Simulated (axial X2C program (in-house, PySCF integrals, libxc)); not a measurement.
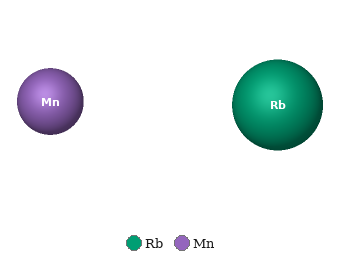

Fig. 1: The molecule at the reference distance of 3.997 Å.

# Relativistic diatomic calculation for RbMn⁺

RbMn⁺. The reference is closed-shell RbMn; the roots are the vertical energies to take an electron from it, which leaves states of RbMn⁺. The distance is the PBE0 minimum at charge 0. Computed at this level: EOM-IP-CCSD, two-component X2C with atomic mean-field Coulomb and Gaunt terms, Rb dyall-cv3z, Mn dyall-cv3z (cores contracted) (axial X2C program (in-house, PySCF integrals, libxc)).

### Input file
```
{"zs": [37, 25], "q": 1, "bas": ["dyall-cv3z", "dyall-cv3z"], "r0": 3.29, "eom": "ip", "rq": 0, "thr": -2.0, "nmax": 95, "grid": [1, 0.96, 1.045, 0.92, 1.09, 1.15]}
```

The line is the task of a batch: nuclear charges, charge, bases, a first guess of the distance and further settings. This report covers the levels named above. The log is that of the reference distance 3.997 Å.

Hardware: 1 thread of Arm Neoverse V2, 24 GiB of memory available, shared host.

The run was one of a batch that the task file lists, launched with:
```bash
python <driver script> task.json out
```

### The program's output
```
two-component X2C + atomic mean field  HF
basis functions 236  fitting functions 1272  grid points 5809
iter        total energy     max residual
   1      -4134.911019768     2.58e-01
   2      -4134.943363203     1.20e-02
   3      -4134.946008989     3.09e-02
   4      -4134.947279068     7.07e-03
   5      -4134.947375768     5.84e-04
   6      -4134.947401085     1.33e-03
   7      -4134.947407806     5.55e-04
   8      -4134.947409181     7.14e-05
   9      -4134.947409342     6.22e-05
  10      -4134.947409373     2.12e-05
  11      -4134.947409383     1.56e-05
  12      -4134.947409389     1.42e-05
  13      -4134.947409394     1.07e-05
  14      -4134.947409398     5.98e-06
  15      -4134.947409401     3.79e-06
  16      -4134.947409401     3.20e-06
  17      -4134.947409402     9.85e-07
converged
one-electron -5972.72174691  Coulomb 1867.90015375  exact exchange -151.07722983  xc functional 0.00000000  nuclear repulsion 122.46407808  atomic mean-field constant -1.51266450
correlated 16  virtual 326  natural virtual 88  E(MP2) -0.406195755  MP2 remainder -0.045021058
iter   CCSD correlation   residual
   1     -0.375330840   1.81e-01
   2     -0.387969035   1.04e-01
   3     -0.394269665   7.19e-02
   4     -0.396721335   5.50e-02
   5     -0.400874219   4.78e-02
   6     -0.405867399   4.04e-02
   7     -0.411206896   3.23e-02
   8     -0.415524335   2.06e-02
   9     -0.416884868   1.00e-02
  10     -0.417152559   4.98e-03
  11     -0.417332228   3.45e-03
  12     -0.417403369   2.45e-03
  13     -0.417435083   1.69e-03
  14     -0.417464620   1.32e-03
  15     -0.417483335   1.05e-03
  16     -0.417496053   8.72e-04
  17     -0.417496346   7.75e-04
  18     -0.417492150   6.79e-04
  19     -0.417480984   5.92e-04
  20     -0.417462601   5.13e-04
  21     -0.417441653   4.42e-04
  22     -0.417421352   3.77e-04
  23     -0.417404293   3.16e-04
  24     -0.417393251   2.63e-04
  25     -0.417386243   2.17e-04
  26     -0.417383675   1.78e-04
  27     -0.417383776   1.40e-04
  28     -0.417384458   1.08e-04
  29     -0.417385284   8.58e-05
  30     -0.417387016   7.03e-05
  31     -0.417389022   5.81e-05
  32     -0.417391583   4.73e-05
  33     -0.417393938   3.87e-05
  34     -0.417396629   3.30e-05
  35     -0.417399129   2.77e-05
  36     -0.417401089   2.32e-05
  37     -0.417402266   1.97e-05
  38     -0.417403160   1.74e-05
  39     -0.417404023   1.56e-05
  40     -0.417404717   1.39e-05
  41     -0.417405288   1.25e-05
  42     -0.417405781   1.16e-05
  43     -0.417406176   1.06e-05
  44     -0.417406380   9.64e-06
  45     -0.417406384   8.62e-06
(T) -0.024461606130932532  T1 0.0355  D1 0.0802  max T2 0.161
EOM-IP-CCSD roots
2*Omega      energy/Eh   energy/eV  one-particle weight
    1       0.16877969      4.5927      0.844
    1       0.20084978      5.4654      0.692
    1       0.20509564      5.5809      0.012
    1       0.21300003      5.7960      0.057
    3       0.19875905      5.4085      0.595
    3       0.20504322      5.5795      0.064
    3       0.28216392      7.6781      0.000
    5       0.19619072      5.3386      0.748
```

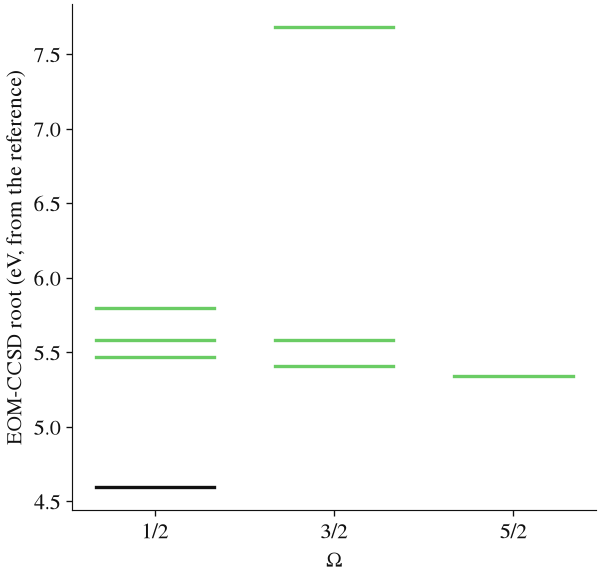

Fig. 2: EOM-CCSD roots by Ω at 4.00 Å; roots whose one-particle weight is under 0.8 have the second colour. The lowest has Ω = 1/2 and lies at 4.593 eV, with one-particle weight 0.84. 7 of the 8 roots are less well described at this level.

### Key numbers

| quantity | value |
| --- | --- |
| outcome | converged |
| HF energy of the reference RbMn | −4134.94741 hartree |
| MP2 energy of the reference RbMn | −4135.35361 hartree |
| CCSD energy of the reference RbMn (with the MP2 share of the virtual spinors left out of the coupled-cluster step) | −4135.40984 hartree |
| CCSD(T) energy of the reference RbMn | −4135.43430 hartree |
| T1 diagnostic (spinor form; for a closed shell √2 times the usual value) | 0.036 |
| wall time | 24 s |
| peak memory | 1 GiB |
